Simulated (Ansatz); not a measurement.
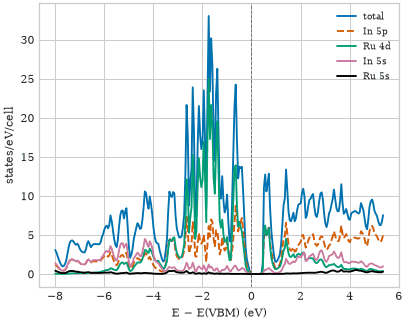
Fig. 1. Total and projected density of states of In₃Ru in space group P4_2/mnm (No. 136; In on 8j, In on 4c, Ru on 4f), plane-wave PAW r²SCAN (Ansatz code)

**Question.** Which orbitals carry the states next to the gap?

**Answer.** Top 1 eV of the valence band: Ru 4d 50 %, In 5p 42 %, In 5s 6 %. Bottom 1 eV of the conduction band: In 5p 48 %, Ru 4d 42 %, In 5s 7 %. Projections are on Löwdin-orthogonalised atomic valence shells; empty p or d shells of many metals are not among them.

**Question.** Where is the tallest occupied peak in this window, and what makes it?

**Answer.** Near -1.7 eV, about 33 states/eV per cell; the largest projected share is Ru 4d.

The first step of the workflow began from a Materials Project structure, measured or hypothetical; the Crystallography Open Database copy checked does not list it. Whether it is the stable phase at ambient conditions was not checked. The r²SCAN relaxation kept the symmetry of its start; whether a distortion lowers the energy is not shown. The run is not spin-polarised. Spin–orbit coupling is left out wherever it is not named.

Potentials: the later of the program's two PAW sets.
